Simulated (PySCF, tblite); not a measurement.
# C₄H₁₃BN₂Si: infrared bands, NMR shifts and electronic excitations in gas and solvents, part 2 of 2

tblite 0.8.0 and PySCF 2.14.0. Atoms count from 0. The steps go on from the part before.

**6. Ultraviolet spectrum: wB97X-D/def2-SVPD**

Job settings and geometry (Å):

```
{"job": {"kind": "uv", "xc": "wB97X-D", "basis": "def2-SVPD", "ip": true, "dynamic": false}, "charge": 0, "multiplicity": 1}
C     -2.085639    -0.746725    -1.227107
B     -1.307218    -0.145232     0.014215
C     -2.112408     0.427519     1.254038
N      0.107575    -0.118515     0.010872
C      0.933600     0.375934     1.111862
C      2.280447     0.815597     0.538351
N      2.598870    -0.146303    -0.501654
Si     1.154314    -0.702098    -1.284495
H     -2.747643     0.023498    -1.660100
H     -2.754775    -1.557030    -0.889910
H     -1.463794    -1.146401    -2.043747
H     -1.928479     1.510629     1.369901
H     -3.199512     0.286737     1.165219
H     -1.786167    -0.039503     2.199023
H      1.097996    -0.426266     1.854719
H      0.438972     1.209629     1.631797
H      2.201855     1.855217     0.156682
H      3.045506     0.819629     1.333343
H      3.501419    -0.043875    -0.946495
H      0.824746    -0.067167    -2.601324
H      1.136937    -2.182420    -1.491685
```

With the program's defaults for keys left out, this is: TDDFT wB97X-D/def2-SVPD, vertical, gas phase, core orbitals frozen in the response.

Output:

```text
coarse grid: 17240 points
cycle   1  E = -583.6680417303  dE =  9.646e-01  |g| = 5.015e-01  |ddm| = 7.350e+00
cycle   2  E = -583.6893171886  dE = -2.128e-02  |g| = 4.507e-01  |ddm| = 1.915e+00
cycle   3  E = -583.7330820186  dE = -4.376e-02  |g| = 6.084e-02  |ddm| = 7.436e-01
cycle   4  E = -583.7338624091  dE = -7.804e-04  |g| = 2.983e-02  |ddm| = 1.535e-01
cycle   5  E = -583.7340864360  dE = -2.240e-04  |g| = 4.564e-03  |ddm| = 7.135e-02
cycle   6  E = -583.7340919048  dE = -5.469e-06  |g| = 1.993e-03  |ddm| = 2.209e-02
final grid: 159792 points
cycle   7  E = -583.8099548433  dE = -1.238e-04  |g| = 6.778e-03  |ddm| = 2.081e-01
cycle   8  E = -583.8099564121  dE = -1.569e-06  |g| = 6.668e-03  |ddm| = 3.408e-02
cycle   9  E = -583.8099655381  dE = -9.126e-06  |g| = 6.451e-04  |ddm| = 1.028e-02
cycle  10  E = -583.8099656716  dE = -1.335e-07  |g| = 2.930e-04  |ddm| = 4.086e-03
cycle  11  E = -583.8099656976  dE = -2.601e-08  |g| = 7.472e-05  |ddm| = 1.033e-03
cycle  12  E = -583.8099657000  dE = -2.428e-09  |g| = 3.291e-05  |ddm| = 4.021e-04
cycle  13  E = -583.8099657005  dE = -4.709e-10  |g| = 1.148e-05  |ddm| = 1.481e-04
converged SCF energy = -583.8099657005

Static polarisability (au): isotropic 100.656, principal 81.973 104.869 115.124

Singlet excitations
state   eV       nm        f      main configurations
  1   6.1698    201.0   0.00614   H->L+1 0.89
  2   6.5988    187.9   0.00314   H->L 0.54, H->L+3 0.31
  3   6.9454    178.5   0.00560   H-1->L 0.63, H-1->L+1 0.16
  4   7.1128    174.3   0.08356   H-1->L+1 0.58, H-1->L 0.15, H-1->L+2 0.09
  5   7.3394    168.9   0.21106   H-1->L+2 0.63, H->L+2 0.15
  6   7.4467    166.5   0.00047   H-2->L+2 0.82
  7   7.5634    163.9   0.00652   H->L+6 0.35, H->L+2 0.13, H->L+3 0.12
  8   7.6888    161.3   0.00784   H->L+2 0.52, H->L+6 0.14, H->L+5 0.10
  9   7.7529    159.9   0.02600   H->L+5 0.40, H->L+4 0.16, H->L+3 0.12
 10   7.9152    156.6   0.00673   H->L+5 0.27, H->L+4 0.24, H->L+7 0.14

Triplet excitations (Tamm-Dancoff, eV): 5.9519 6.0912 6.5101 6.8239
Vertical ionisation energy (delta-SCF) = 8.8528 eV
```

It took 12 min on 1 thread of Intel Xeon at 2.50GHz, shared host; peak memory 1.3 GiB.

The orbitals next to the gap, with their largest atomic shares:

```
orbital      eV                         atoms
 HOMO−3  -11.24     C0 16 %, N3 15 %, B1 14 %
 HOMO−2  -10.17     C2 24 %, B1 22 %, C0 20 %
 HOMO−1   -9.17    N3 46 %, C4 10 %, Si7 10 %
   HOMO   -8.69     N6 55 %, C5 12 %, Si7 8 %
   LUMO    1.90     B1 41 %, Si7 10 %, C2 5 %
 LUMO+1    2.05  Si7 38 %, H18 13 %, H19 10 %
 LUMO+2    2.61     B1 32 %, N3 15 %, C2 11 %
```

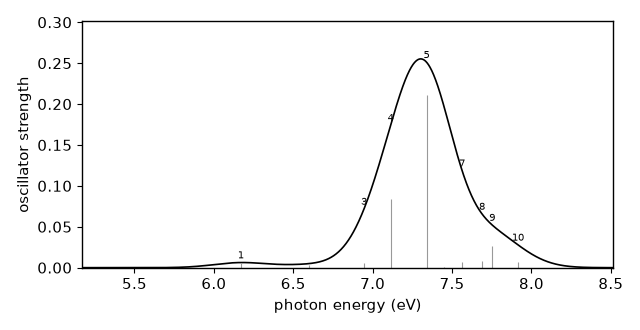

Absorption spectrum from the 10 singlet states computed; above the last one it falls off for lack of states. Lines are broadened to a width of 0.40 eV (Gaussian).

Ground-state properties from the same run:

```
           property  computed
  dipole moment (D)      1.65
polarisability (Å³)     14.92
 HOMO–LUMO gap (eV)     10.59
      −ε(HOMO) (eV)      8.69
```

**7. Shielding tensors: KT2/pcSseg-1**

The job, as its differences from that of step 6:

```diff
@@ -1,2 +1,2 @@
-{"job": {"kind": "uv", "xc": "wB97X-D", "basis": "def2-SVPD", "ip": true, "dynamic": false}, "charge": 0, "multiplicity": 1}
+{"job": {"kind": "nmr", "xc": "KT2", "basis": "pcSseg-1", "pop": false}, "charge": 0, "multiplicity": 1}
 C     -2.085639    -0.746725    -1.227107
```

Level: GIAO KT2/pcSseg-1 NMR shielding, non-relativistic, gas phase.

Output:

```text
coarse grid: 17240 points
cycle   1  E = -591.5910012940  dE =  6.125e-01  |g| = 7.382e-01  |ddm| = 4.035e+00
cycle   2  E = -591.3408097121  dE =  2.502e-01  |g| = 1.233e+00  |ddm| = 2.109e+00
cycle   3  E = -591.7277312375  dE = -3.869e-01  |g| = 1.799e-01  |ddm| = 1.511e+00
cycle   4  E = -591.7346270851  dE = -6.896e-03  |g| = 6.294e-02  |ddm| = 2.081e-01
cycle   5  E = -591.7355532205  dE = -9.261e-04  |g| = 1.638e-02  |ddm| = 6.160e-02
cycle   6  E = -591.7356031036  dE = -4.988e-05  |g| = 8.366e-03  |ddm| = 2.127e-02
cycle   7  E = -591.7356184868  dE = -1.538e-05  |g| = 1.419e-03  |ddm| = 8.435e-03
cycle   8  E = -591.7356189812  dE = -4.945e-07  |g| = 4.075e-04  |ddm| = 1.904e-03
final grid: 159792 points
cycle   9  E = -591.7320736939  dE = -2.550e-04  |g| = 1.964e-02  |ddm| = 5.120e-02
cycle  10  E = -591.7319167020  dE =  1.570e-04  |g| = 3.138e-02  |ddm| = 4.490e-02
cycle  11  E = -591.7321440310  dE = -2.273e-04  |g| = 5.714e-03  |ddm| = 3.297e-02
cycle  12  E = -591.7321506456  dE = -6.615e-06  |g| = 1.686e-03  |ddm| = 5.773e-03
cycle  13  E = -591.7321513609  dE = -7.152e-07  |g| = 2.959e-04  |ddm| = 1.537e-03
cycle  14  E = -591.7321513780  dE = -1.711e-08  |g| = 1.103e-04  |ddm| = 3.768e-04
cycle  15  E = -591.7321513806  dE = -2.605e-09  |g| = 2.119e-05  |ddm| = 1.234e-04
cycle  16  E = -591.7321513807  dE = -1.216e-10  |g| = 4.406e-06  |ddm| = 3.079e-05
converged SCF energy = -591.7321513807

GIAO shielding tensors (ppm)
atom      isotropic    diamagn.    paramagn.     s11        s22        s33       span
  0 C      172.082     254.479     -82.397    162.584    164.669    188.994     26.409
  1 B       55.353     192.828    -137.475     22.426     36.043    107.590     85.164
  2 C      178.755     254.339     -75.584    170.864    179.385    186.015     15.151
  3 N      138.313     327.420    -189.107     44.248    175.544    195.146    150.898
  4 C      132.791     245.935    -113.144    112.864    130.870    154.639     41.774
  5 C      132.761     248.877    -116.116    112.899    128.937    156.447     43.548
  6 N      236.586     323.592     -87.007    187.910    226.446    295.401    107.490
  7 Si     387.968     883.869    -495.902    356.305    368.842    438.756     82.451
  8 H       30.410      30.373       0.038     27.151     28.537     35.543      8.392
  9 H       30.438      30.035       0.403     26.939     28.685     35.691      8.752
 10 H       31.022      32.875      -1.852     26.121     30.891     36.055      9.934
 11 H       30.803      31.573      -0.771     26.587     29.781     36.040      9.454
 12 H       30.815      29.945       0.870     26.699     29.574     36.171      9.471
 13 H       30.807      31.430      -0.623     26.440     29.998     35.984      9.544
 14 H       27.851      30.495      -2.644     22.543     26.507     34.503     11.959
 15 H       27.855      32.040      -4.185     22.966     28.991     31.608      8.642
 16 H       27.827      30.630      -2.804     22.649     26.393     34.438     11.789
 17 H       27.886      27.972      -0.086     23.213     26.298     34.147     10.934
 18 H       31.102      30.193       0.909     22.182     28.112     43.012     20.830
 19 H       25.548      30.474      -4.926     21.828     24.267     30.550      8.722
 20 H       25.704      29.818      -4.114     22.203     23.806     31.104      8.901
```

Wall time 2.5 min (1 thread of Intel Xeon at 2.50GHz, shared host); peak memory 0.93 GiB.

Key values: δ C5 50.5, C4 50.4, C0 7.8, B1 44.5, H19 5.55, H14 3.33 ppm (means over like atoms).

**8. Shielding tensors: PBE0/pcSseg-1 in acetonitrile**

The job, as its differences from that of step 7:

```diff
@@ -1,2 +1,2 @@
-{"job": {"kind": "nmr", "xc": "KT2", "basis": "pcSseg-1", "pop": false}, "charge": 0, "multiplicity": 1}
+{"job": {"kind": "nmr", "xc": "PBE0", "basis": "pcSseg-1", "solvent": "acetonitrile", "pop": true}, "charge": 0, "multiplicity": 1}
 C     -2.085639    -0.746725    -1.227107
```

Method: GIAO PBE0/pcSseg-1 NMR shielding, non-relativistic, IEF-PCM acetonitrile.

Output:

```text
coarse grid: 17240 points
cycle   1  E = -583.5454917186  dE =  7.404e-01  |g| = 5.780e-01  |ddm| = 3.982e+00
cycle   2  E = -583.5138539104  dE =  3.164e-02  |g| = 6.961e-01  |ddm| = 1.121e+00
cycle   3  E = -583.6269376701  dE = -1.131e-01  |g| = 8.304e-02  |ddm| = 6.480e-01
cycle   4  E = -583.6281351559  dE = -1.197e-03  |g| = 3.425e-02  |ddm| = 8.238e-02
cycle   5  E = -583.6284025511  dE = -2.674e-04  |g| = 6.639e-03  |ddm| = 2.812e-02
cycle   6  E = -583.6284097689  dE = -7.218e-06  |g| = 3.257e-03  |ddm| = 7.002e-03
cycle   7  E = -583.6284119872  dE = -2.218e-06  |g| = 2.742e-04  |ddm| = 2.701e-03
final grid: 159792 points
cycle   8  E = -583.6687766405  dE = -4.148e-05  |g| = 9.081e-03  |ddm| = 2.873e-02
cycle   9  E = -583.6687680468  dE =  8.594e-06  |g| = 1.106e-02  |ddm| = 1.708e-02
cycle  10  E = -583.6687970653  dE = -2.902e-05  |g| = 1.162e-03  |ddm| = 9.347e-03
cycle  11  E = -583.6687973464  dE = -2.811e-07  |g| = 2.475e-04  |ddm| = 9.689e-04
cycle  12  E = -583.6687973584  dE = -1.206e-08  |g| = 6.922e-05  |ddm| = 2.067e-04
cycle  13  E = -583.6687973592  dE = -7.744e-10  |g| = 3.415e-05  |ddm| = 7.811e-05
cycle  14  E = -583.6687973595  dE = -2.465e-10  |g| = 2.809e-06  |ddm| = 2.912e-05
converged SCF energy = -583.6687973595

GIAO shielding tensors (ppm)
atom      isotropic    diamagn.    paramagn.     s11        s22        s33       span
  0 C      174.428     254.687     -80.259    165.638    167.340    190.307     24.670
  1 B       51.689     190.438    -138.749     17.025     28.287    109.755     92.729
  2 C      179.864     254.367     -74.504    171.706    180.789    187.096     15.390
  3 N      141.790     327.882    -186.092     39.395    185.983    199.993    160.598
  4 C      134.998     243.729    -108.731    114.408    133.670    156.917     42.509
  5 C      136.579     246.563    -109.984    117.231    133.590    158.917     41.686
  6 N      243.778     324.680     -80.902    193.882    236.956    300.497    106.616
  7 Si     375.857     880.529    -504.672    345.938    354.134    427.497     81.559
  8 H       30.528      30.413       0.115     27.067     28.551     35.967      8.899
  9 H       30.552      30.099       0.453     26.861     28.684     36.111      9.250
 10 H       31.070      32.792      -1.721     25.905     31.066     36.241     10.336
 11 H       30.785      31.416      -0.632     26.373     29.739     36.241      9.869
 12 H       30.921      30.048       0.872     26.580     29.675     36.506      9.926
 13 H       30.819      31.345      -0.526     26.221     30.066     36.169      9.948
 14 H       28.011      30.199      -2.188     22.649     26.694     34.689     12.040
 15 H       27.899      31.454      -3.555     22.697     28.936     32.064      9.368
 16 H       28.066      30.134      -2.068     22.921     26.547     34.731     11.809
 17 H       28.017      28.036      -0.019     23.157     26.226     34.667     11.511
 18 H       30.651      29.785       0.866     21.562     26.871     43.521     21.958
 19 H       25.962      30.553      -4.592     22.230     24.711     30.944      8.714
 20 H       26.060      29.938      -3.878     22.512     24.219     31.448      8.936
```

It took 1.8 min on 1 thread of Intel Xeon at 2.50GHz, shared host; peak memory 1.1 GiB.

This run: δ C4 50.5, C5 48.9, C0 8.3, B1 49.7, H19 5.23, H14 3.29 ppm (means over like atoms).

**9. Shielding tensors: PBE0/pcSseg-1 in cyclohexane**

The job, as its differences from that of step 8:

```diff
@@ -1,2 +1,2 @@
-{"job": {"kind": "nmr", "xc": "PBE0", "basis": "pcSseg-1", "solvent": "acetonitrile", "pop": true}, "charge": 0, "multiplicity": 1}
+{"job": {"kind": "nmr", "xc": "PBE0", "basis": "pcSseg-1", "solvent": "cyclohexane", "pop": false}, "charge": 0, "multiplicity": 1}
 C     -2.085639    -0.746725    -1.227107
```

With the program's defaults for keys left out, this is: GIAO PBE0/pcSseg-1 NMR shielding, non-relativistic, IEF-PCM cyclohexane.

Output:

```text
coarse grid: 17240 points
cycle   1  E = -583.5408919856  dE =  7.446e-01  |g| = 5.837e-01  |ddm| = 3.982e+00
cycle   2  E = -583.5042840203  dE =  3.661e-02  |g| = 7.140e-01  |ddm| = 1.157e+00
cycle   3  E = -583.6240312097  dE = -1.197e-01  |g| = 8.510e-02  |ddm| = 6.831e-01
cycle   4  E = -583.6252834238  dE = -1.252e-03  |g| = 3.601e-02  |ddm| = 8.669e-02
cycle   5  E = -583.6255798889  dE = -2.965e-04  |g| = 6.828e-03  |ddm| = 2.979e-02
cycle   6  E = -583.6255875278  dE = -7.639e-06  |g| = 3.355e-03  |ddm| = 7.244e-03
cycle   7  E = -583.6255898766  dE = -2.349e-06  |g| = 2.927e-04  |ddm| = 2.781e-03
final grid: 159792 points
cycle   8  E = -583.6659803921  dE = -4.099e-05  |g| = 9.172e-03  |ddm| = 2.876e-02
cycle   9  E = -583.6659704832  dE =  9.909e-06  |g| = 1.135e-02  |ddm| = 1.759e-02
cycle  10  E = -583.6660011918  dE = -3.071e-05  |g| = 1.214e-03  |ddm| = 9.875e-03
cycle  11  E = -583.6660015018  dE = -3.101e-07  |g| = 2.500e-04  |ddm| = 1.026e-03
cycle  12  E = -583.6660015142  dE = -1.237e-08  |g| = 6.809e-05  |ddm| = 2.057e-04
cycle  13  E = -583.6660015149  dE = -7.165e-10  |g| = 3.489e-05  |ddm| = 7.764e-05
cycle  14  E = -583.6660015152  dE = -2.594e-10  |g| = 2.383e-06  |ddm| = 3.037e-05
converged SCF energy = -583.6660015152

GIAO shielding tensors (ppm)
atom      isotropic    diamagn.    paramagn.     s11        s22        s33       span
  0 C      173.856     254.345     -80.489    165.024    166.839    189.705     24.680
  1 B       51.654     190.464    -138.810     16.770     28.351    109.839     93.070
  2 C      179.425     254.124     -74.699    171.232    180.434    186.609     15.377
  3 N      142.978     327.733    -184.755     41.306    186.325    201.303    159.996
  4 C      135.094     243.578    -108.484    114.798    133.664    156.821     42.023
  5 C      136.415     246.535    -110.120    117.224    133.229    158.793     41.568
  6 N      242.985     324.209     -81.224    193.220    235.032    300.703    107.483
  7 Si     375.788     880.543    -504.755    345.198    355.235    426.931     81.733
  8 H       30.539      30.386       0.153     27.099     28.576     35.942      8.843
  9 H       30.563      30.074       0.489     26.890     28.708     36.090      9.200
 10 H       31.065      32.717      -1.652     25.908     31.078     36.209     10.301
 11 H       30.863      31.439      -0.576     26.487     29.844     36.257      9.770
 12 H       30.870      30.004       0.866     26.538     29.615     36.455      9.917
 13 H       30.859      31.328      -0.469     26.292     30.117     36.169      9.877
 14 H       28.016      30.199      -2.183     22.678     26.688     34.682     12.003
 15 H       28.008      31.563      -3.555     22.830     29.053     32.142      9.311
 16 H       28.095      30.206      -2.111     22.949     26.587     34.749     11.801
 17 H       28.095      28.086       0.009     23.262     26.339     34.685     11.423
 18 H       31.035      30.059       0.976     21.959     27.468     43.679     21.720
 19 H       25.924      30.475      -4.551     22.196     24.674     30.901      8.705
 20 H       26.022      29.833      -3.811     22.479     24.169     31.417      8.938
```

Run time: 1.7 min. Hardware: 1 thread of Intel Xeon at 2.50GHz, shared host; peak memory 1.1 GiB.

This run: δ C4 49.7, C5 48.4, C0 8.2, B1 49.3, H19 5.28, H14 3.24 ppm (means over like atoms).

**10. Ultraviolet spectrum: wB97X-D/def2-SVPD in acetonitrile**

The job, as its differences from that of step 9:

```diff
@@ -1,2 +1,2 @@
-{"job": {"kind": "nmr", "xc": "PBE0", "basis": "pcSseg-1", "solvent": "cyclohexane", "pop": false}, "charge": 0, "multiplicity": 1}
+{"job": {"kind": "uv", "xc": "wB97X-D", "basis": "def2-SVPD", "solvent": "acetonitrile", "nstates": 6, "ntriplets": 0}, "charge": 0, "multiplicity": 1}
 C     -2.085639    -0.746725    -1.227107
```

Level: TDDFT wB97X-D/def2-SVPD, vertical, IEF-PCM acetonitrile (non-equilibrium linear response), core orbitals frozen in the response.

Output:

```text
coarse grid: 17240 points
cycle   1  E = -583.6743407310  dE =  9.590e-01  |g| = 4.936e-01  |ddm| = 7.342e+00
cycle   2  E = -583.6973470868  dE = -2.301e-02  |g| = 4.342e-01  |ddm| = 1.944e+00
cycle   3  E = -583.7375694435  dE = -4.022e-02  |g| = 5.876e-02  |ddm| = 6.923e-01
cycle   4  E = -583.7383287186  dE = -7.593e-04  |g| = 2.855e-02  |ddm| = 1.861e-01
cycle   5  E = -583.7385372967  dE = -2.086e-04  |g| = 4.412e-03  |ddm| = 8.548e-02
cycle   6  E = -583.7385429906  dE = -5.694e-06  |g| = 2.090e-03  |ddm| = 3.318e-02
final grid: 159792 points
cycle   7  E = -583.8143751631  dE = -1.245e-04  |g| = 6.775e-03  |ddm| = 2.138e-01
cycle   8  E = -583.8143772261  dE = -2.063e-06  |g| = 6.543e-03  |ddm| = 3.435e-02
cycle   9  E = -583.8143860244  dE = -8.798e-06  |g| = 6.505e-04  |ddm| = 1.138e-02
cycle  10  E = -583.8143861791  dE = -1.547e-07  |g| = 2.780e-04  |ddm| = 5.389e-03
cycle  11  E = -583.8143862048  dE = -2.571e-08  |g| = 7.940e-05  |ddm| = 1.463e-03
cycle  12  E = -583.8143862079  dE = -3.099e-09  |g| = 3.596e-05  |ddm| = 7.463e-04
cycle  13  E = -583.8143862085  dE = -5.505e-10  |g| = 1.200e-05  |ddm| = 2.878e-04
converged SCF energy = -583.8143862085

Static polarisability (au): isotropic 136.354, principal 118.997 141.071 148.994

Singlet excitations
state   eV       nm        f      main configurations
  1   6.2299    199.0   0.01056   H->L+1 0.88
  2   6.5724    188.6   0.00368   H->L 0.56, H->L+3 0.26, H->L+4 0.09
  3   6.9210    179.1   0.01462   H-1->L 0.74
  4   7.0948    174.8   0.16619   H-1->L+1 0.62, H-1->L+2 0.17
  5   7.2768    170.4   0.19184   H-1->L+2 0.52, H->L+2 0.17, H-1->L+1 0.14
  6   7.4343    166.8   0.00126   H-2->L+2 0.81
```

Wall time 2.8 min (1 thread of Intel Xeon at 2.50GHz, shared host); peak memory 1.4 GiB.

In short: HOMO -8.59 eV, LUMO 1.93 eV; lowest singlet 6.23 eV.

**11. Side by side: NMR shifts**

Shifts (ppm) of some atoms, chosen among heavy atoms and hydrogens apart, means over like atoms, with basis size and wall time:

```
                          run    C5   H19    H18    B1     N3    N6    Si7  functions     time
                PBE0/pcSseg-1  48.1  5.32  -0.02  49.1  121.8  23.3  -23.7        208  1.8 min
                 KT2/pcSseg-1  50.5  5.55   0.08  44.5  126.0  27.7  -26.9        208  2.5 min
PBE0/pcSseg-1 in acetonitrile  48.9  5.23   0.59  49.7  126.7  24.7  -24.1        208  1.8 min
 PBE0/pcSseg-1 in cyclohexane  48.4  5.28   0.22  49.3  123.9  23.9  -23.8        208  1.7 min
```

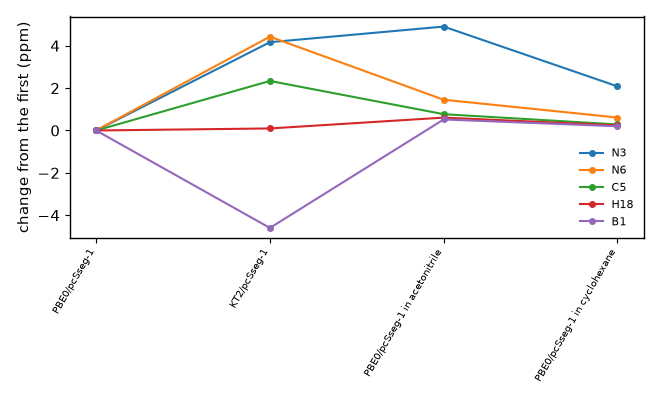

How five of the tabulated atoms move from run to run.

The continuum's effect on the ground state:

```
     solvent      ε  polarisation energy (Eh)  μ (D)
 cyclohexane   2.02                   -0.0018   2.00
acetonitrile  35.69                   -0.0050   2.29
```

**12. Side by side: electronic excitations**

Excitations and ground-state properties, with basis size and wall time:

```
                              run  lowest singlet (eV)  brightest (eV)      f  gap (eV)  α (Å³)  μ (D)  functions     time
                wB97X-D/def2-SVPD                 6.17            7.34  0.211     10.59   14.92   1.65        268   12 min
wB97X-D/def2-SVPD in acetonitrile                 6.23            7.28  0.192     10.52   20.21   2.15        268  2.8 min
```

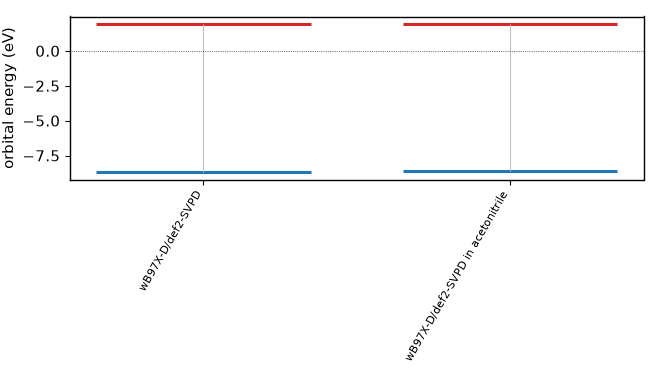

HOMO (blue) and LUMO (red) run by run.

**13. Results**

The summary covers parts 1 to 2.

| quantity | value |
| --- | --- |
| strongest single infrared mode (GFN2-xTB) | 1384 cm⁻¹, 491 km/mol |
| zero-point energy (GFN2-xTB) | 107.8 kcal/mol |
| point group | C1 |
| rotational constants (main isotopes) | 2.81, 1.28, 0.92 GHz |
| ¹³C shifts against TMS (PBE0/pcSseg-1, means over atoms taken as alike) | 49.3, 48.1, 8.1 ppm |
| ¹H shifts against TMS (PBE0/pcSseg-1, means over atoms taken as alike) | 5.32, 3.22, 3.14, 0.47, -0.02 ppm |
| ¹¹B shifts against BF3·OEt2 (PBE0/pcSseg-1) | 49.1 ppm |
| ¹⁵N shifts against NH3 (PBE0/pcSseg-1) | 121.8, 23.3 ppm |
| ²⁹Si shifts against TMS (PBE0/pcSseg-1) | -23.7 ppm |
| lowest singlet (wB97X-D/def2-SVPD) | 6.17 eV (201 nm), f = 0.006 |
| brightest single state of those computed | state 5, 7.34 eV, f = 0.211 |
| lowest triplet | 5.95 eV |
| vertical ionisation energy (ΔSCF) | 8.85 eV |
| range of the shift of N3 (PBE0/pcSseg-1 runs) | 121.8 to 126.7 ppm |
| range of the lowest singlet | 6.17 to 6.23 eV |

The optimisation took 155 steps and gained 1.405 eV; among the close pairs (by a distance rule), B1–N3 changed most, from 1.543 to 1.400 Å (GFN2-xTB). No mode is imaginary among the 57: a minimum at this level. The strongest single mode, at 1384 cm⁻¹, moves mainly B1 and N3. Unscaled tight-binding wavenumbers are off by several per cent, some by more. Its intensities can rank the bands wrongly. The optimisation took 4 steps and gained 0.189 eV; among the close pairs (by a distance rule), C0–H10 changed most, from 1.058 to 1.102 Å (PBE0/def2-SVP). No frequency check was run at this level, so the end point may be a saddle. At PBE0/pcSseg-1: The largest span, 160 ppm, is at N3, where the paramagnetic term is -184 ppm. The lowest singlet, at 6.17 eV, is HOMO→LUMO+1 0.89 and is weak; of the 10 states computed, the strongest absorption comes from state 5 at 7.34 eV. The lowest triplet lies 0.22 eV below the lowest singlet (triplets in Tamm-Dancoff, singlets in full TDDFT). The orbital energy would give 8.69 eV for ionisation, ΔSCF gives 8.85 eV. At one level, PBE0/pcSseg-1: In ppm, N3 moves most: its shift spreads over 4.9 ppm, from 121.8 (PBE0/pcSseg-1) to 126.7 (PBE0/pcSseg-1 in acetonitrile). Part of that comes from the computed reference. The continuum holds electrostatics alone: no hydrogen bonds to the solvent, and the gas-phase geometry is kept. The lowest singlet runs from 6.17 eV (wB97X-D/def2-SVPD) to 6.23 eV (wB97X-D/def2-SVPD in acetonitrile), while the orbital gap spans 10.52 to 10.59 eV. The lowest state need not be the same one in every run. The runs solved for a few states only, so the brightest column depends on that window.
